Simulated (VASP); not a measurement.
Band structure of Er (hcp). Computed with optB88-vdW, VASP's PBE PAW potentials (set 64) (plane waves; VASP).

The 4f electrons are frozen in the core of the lanthanide potential, so 4f levels, which can set the real gap, and their magnetism are missing.

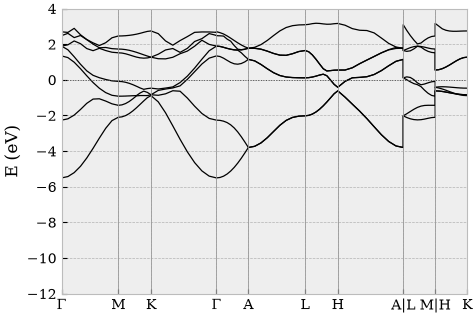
Bands along high-symmetry lines, zero at the valence-band maximum or, without a gap, the Fermi level

### Question
Read the plot: is there a gap, and where are the band edges?

### Answer
It has no gap at this level: it comes out as a metal or semimetal. (Edges off the drawn lines would not show.)

The compound is Er in the hcp structure. It was relaxed first.
